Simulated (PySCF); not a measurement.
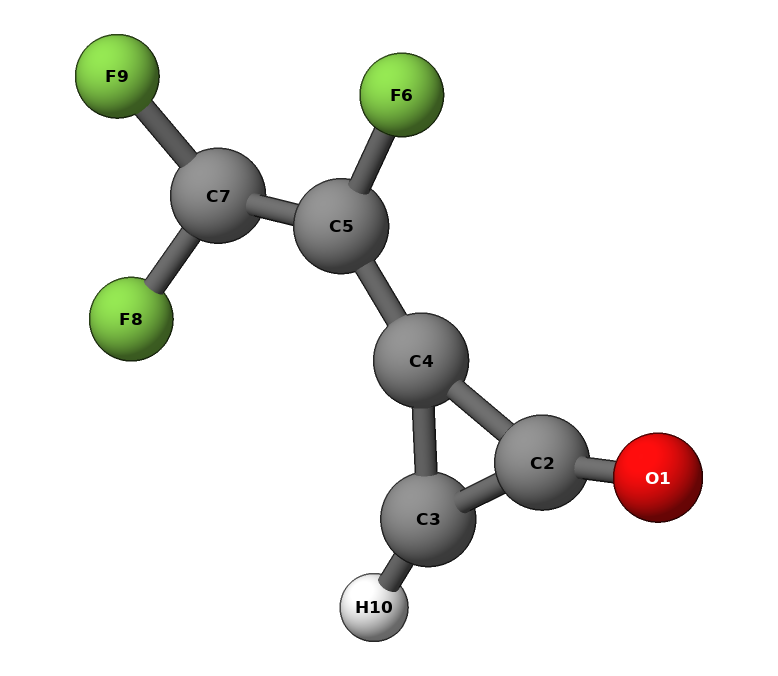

The questions are on Mulliken spin populations. The species has charge −1 and is a spin doublet. The computed structure is the end point of a GFN2-xTB optimisation. No frequency run is at hand to confirm it as a minimum. Level of theory: UKS B3LYP, pcH-1 on C F H O, non-relativistic (PySCF 2.14.0).

**Which atom carries the largest spin population?**

C7 (0.59 e).

**Which atom has the lowest spin population?**

C2 (−0.02 e); a negative value comes from spin polarisation.

List the Mulliken spin populations.

| atom | value (e) |
| --- | --- |
| O1 | −0.01 |
| C2 | −0.02 |
| C3 | 0.22 |
| C4 | 0.16 |
| C5 | 0.00 |
| F6 | 0.00 |
| C7 | 0.59 |
| F8 | 0.03 |
| F9 | 0.04 |
| H10 | −0.01 |

Mulliken values depend strongly on the basis set.
